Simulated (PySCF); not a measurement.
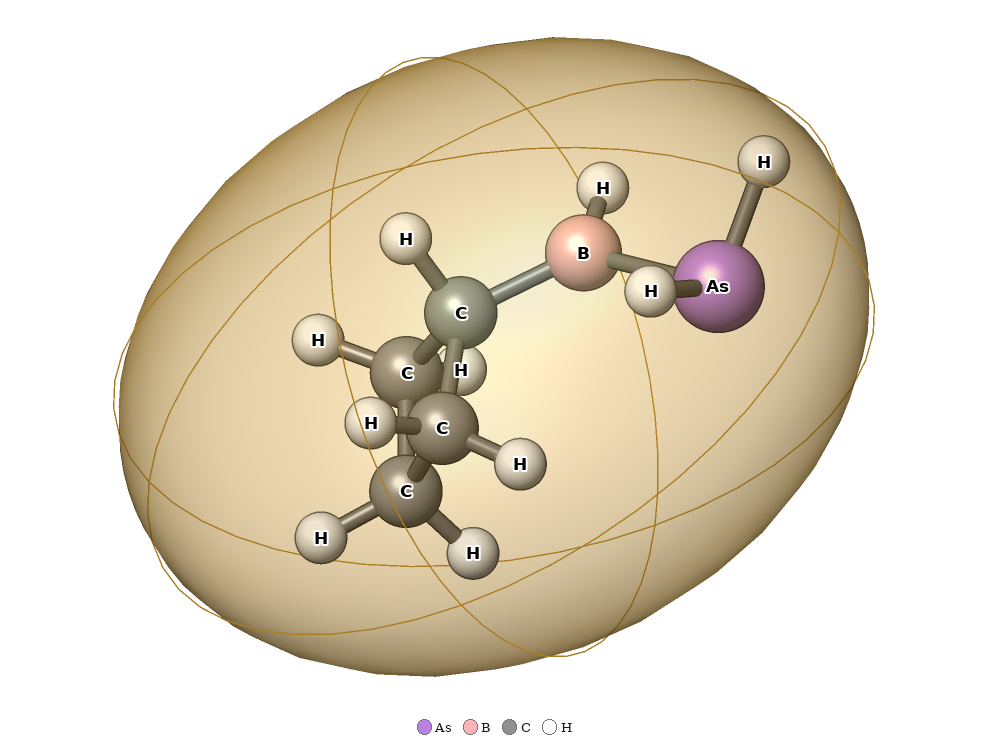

The ellipsoid shows the static dipole polarisability: its half-axes are proportional to the principal values. The computed structure is the end point of a PBE0-D3(BJ)/def2-SVP optimisation. No frequency run is at hand to confirm it as a minimum. Computed with CAM-B3LYP/def2-SVPD (PySCF 2.14.0).

Question: Give the principal values, the mean and the anisotropy.

Answer: Principal values 78.3, 88.6, 112.9 bohr³; mean 93.3 bohr³ (13.82 Å³); anisotropy 30.7 bohr³, so the longest axis is 1.44 times the shortest.
